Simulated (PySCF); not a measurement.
# C₄H₁₂GeS: electronic excitations

Wanted: the electronic excitations of C₄H₁₂GeS (`CCCC[S][GeH3]`), by calculation.

Computed with PySCF 2.14.0, with density-fitted response routines of our own, on a single molecule in the gas phase. Atoms count from 0, in the outputs and in this text.

## 1. The starting structure

18 atoms, charge 0, multiplicity 1; geometry from: GFN2-xTB.

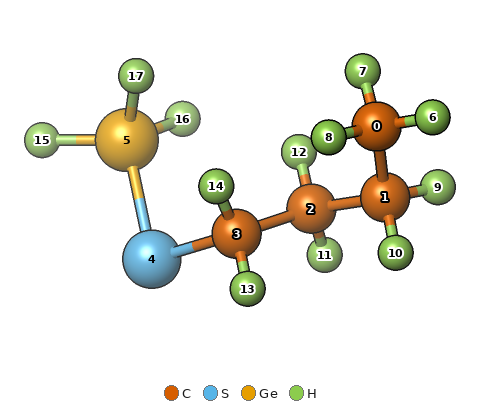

As it starts; carbon orange, sulfur blue, germanium amber, hydrogen green, atoms numbered.

## 2. TDDFT and polarisability: B3LYP/def2-SVPD

The job: settings as JSON, then the geometry in Å.

```
{"job": {"kind": "uv", "xc": "B3LYP", "basis": "def2-SVPD", "nstates": 8, "ntriplets": 3}, "charge": 0, "multiplicity": 1}
C     -1.791365     1.228362    -1.225251
C     -1.886916    -0.003396    -0.332192
C     -0.525174    -0.496293     0.158630
C      0.344458    -1.028638    -0.966205
S      1.887952    -1.803164    -0.351181
Ge     2.907423    -0.042141     0.480254
H     -2.786078     1.595829    -1.466358
H     -1.246314     2.023606    -0.720697
H     -1.282339     0.997336    -2.157497
H     -2.497723     0.238062     0.540343
H     -2.387419    -0.808631    -0.874606
H     -0.673505    -1.291329     0.893347
H     -0.000844     0.328158     0.656776
H     -0.164754    -1.824164    -1.509654
H      0.625433    -0.241944    -1.665821
H      4.369270    -0.340464     0.562898
H      2.422294     0.333074     1.855204
H      2.676842     1.142055    -0.419168
```

With the program's defaults for keys left out, this is: TDDFT B3LYP/def2-SVPD, vertical, gas phase, core orbitals frozen in the response.

Started as:

```console
$ OMP_NUM_THREADS=1 python probes_run.py task.json out
```

One launch serves the whole session: the jobs run in the order shown.

The log of the run:

```text
coarse grid: 64120 points
cycle   1  E = -2634.3746337666  dE = -3.028e-01  |g| = 5.652e-01  |ddm| = 5.750e+00
cycle   2  E = -2634.3450931801  dE =  2.954e-02  |g| = 6.854e-01  |ddm| = 1.660e+00
cycle   3  E = -2634.4356137718  dE = -9.052e-02  |g| = 4.722e-02  |ddm| = 9.209e-01
cycle   4  E = -2634.4361532380  dE = -5.395e-04  |g| = 2.594e-02  |ddm| = 1.635e-01
cycle   5  E = -2634.4363432768  dE = -1.900e-04  |g| = 6.820e-03  |ddm| = 5.368e-02
cycle   6  E = -2634.4363548413  dE = -1.156e-05  |g| = 1.455e-03  |ddm| = 1.239e-02
cycle   7  E = -2634.4363554226  dE = -5.813e-07  |g| = 3.413e-04  |ddm| = 3.214e-03
final grid: 134080 points
cycle   8  E = -2634.4363355927  dE = -3.189e-07  |g| = 4.242e-04  |ddm| = 1.825e-02
cycle   9  E = -2634.4363355511  dE =  4.155e-08  |g| = 5.775e-04  |ddm| = 1.954e-03
cycle  10  E = -2634.4363356438  dE = -9.270e-08  |g| = 4.642e-05  |ddm| = 9.601e-04
cycle  11  E = -2634.4363356443  dE = -4.966e-10  |g| = 1.478e-05  |ddm| = 9.963e-05
converged SCF energy = -2634.4363356443

Static polarisability (au): isotropic 102.446, principal 87.384 99.385 120.569

Singlet excitations
state   eV       nm        f      main configurations
  1   5.1573    240.4   0.01067   H->L 0.92
  2   5.6554    219.2   0.00413   H->L+1 0.49, H->L+2 0.43
  3   5.8439    212.2   0.00500   H->L+2 0.56, H->L+1 0.40
  4   6.5825    188.4   0.00925   H->L+3 0.55, H->L+4 0.29
  5   6.6454    186.6   0.00541   H->L+4 0.42, H->L+3 0.32, H->L+6 0.17
  6   6.6795    185.6   0.00865   H->L+5 0.89
  7   6.7275    184.3   0.00969   H->L+6 0.69, H->L+4 0.23
  8   7.0117    176.8   0.05384   H->L+7 0.53, H-1->L 0.31

Triplet excitations (Tamm-Dancoff, eV): 4.7986 5.1989 5.7515
```

It took 95 s on 1 thread of Arm Neoverse N1, shared host; peak memory 0.91 GiB.

The orbitals next to the gap, with their largest atomic shares:

| orbital | eV | atoms |
| --- | --- | --- |
| HOMO−3 | -9.27 | C0 17 %, C2 17 %, C1 17 % |
| HOMO−2 | -9.09 | S4 16 %, C3 13 %, C2 13 % |
| HOMO−1 | -8.18 | S4 56 %, Ge5 14 %, C3 11 % |
| HOMO | -6.49 | S4 70 %, Ge5 9 %, C3 9 % |
| LUMO | -0.28 | Ge5 32 %, S4 30 %, H17 12 % |
| LUMO+1 | 0.13 | S4 22 %, Ge5 12 %, C0 9 % |
| LUMO+2 | 0.25 | Ge5 36 %, S4 25 %, H17 9 % |

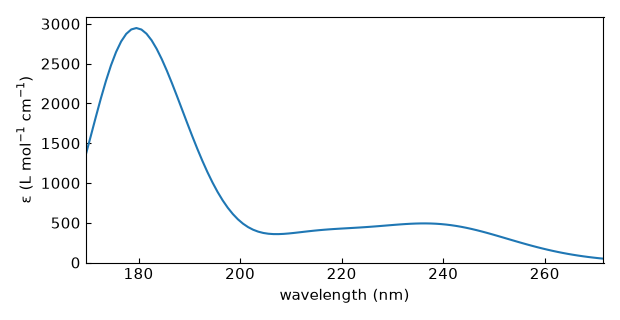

Absorption spectrum: each of the 8 states is a Gaussian band of 0.4 eV half-width at 1/e. Beyond the last state computed it falls off for lack of states.

Further results of this job:

| property | computed |
| --- | --- |
| dipole moment (D) | 1.77 |
| polarisability (Å³) | 15.18 |
| HOMO–LUMO gap (eV) | 6.21 |
| −ε(HOMO) (eV) | 6.49 |

## 3. Summary of results

```
                                quantity                        value
        lowest singlet (B3LYP/def2-SVPD)  5.16 eV (240 nm), f = 0.011
brightest single state of those computed  state 8, 7.01 eV, f = 0.054
                          lowest triplet                      4.80 eV
```

In words: The first singlet state (HOMO→LUMO 0.92) lies at 5.16 eV and is weak; of the 8 states computed, the strongest absorption comes from state 8 at 7.01 eV (the last computed, so partners may be missing). The lowest triplet lies 0.36 eV below the lowest singlet (triplets in Tamm-Dancoff, singlets in full TDDFT). States above −ε(HOMO) lie where TDDFT describes them poorly and they hang on the basis; the brightest is among them.
